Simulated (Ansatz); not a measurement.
La (P6_3/mmc, No. 194): the input geometry of a calculation; the starting structure was generated, so it need not be a known form of this composition.

```yaml
crystal:
  lattice:
    - [3.83868, 0.00000, 0.00000]
    - [-1.91934, 3.32439, 0.00000]
    - [0.00000, 0.00000, 6.16110]
  atoms:
    - { symbol: La, position: [0.33333, 0.66667, 0.25000] }
    - { symbol: La, position: [0.66667, 0.33333, 0.75000] }
```

### What will an iDPC-like image along [100] show? Simulated as the projected potential of neutral atoms (B = 0.5 Å²) blurred by a 1.30 Å probe, the thin-sample limit of integrated differential phase contrast. The speckle of an amorphous layer was added.

The columns repeat on a rectangular net of 3.32 × 6.16 Å (plane group p2mg). All columns are alike (La). The shortest distance between visible columns is 3.27 Å in projection. Along the beam the structure repeats every 3.84 Å.

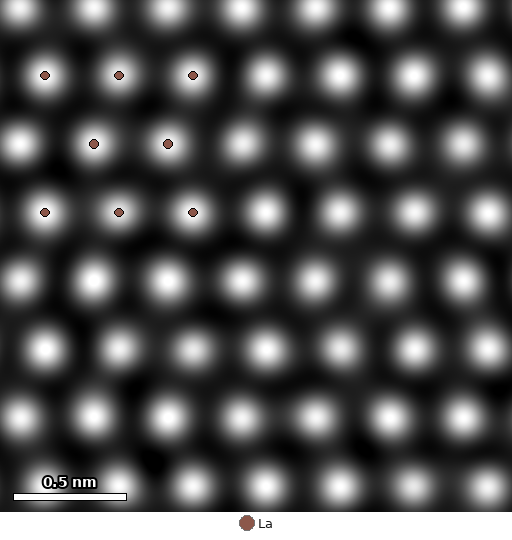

The simulated image, with the columns of the model marked in one corner.
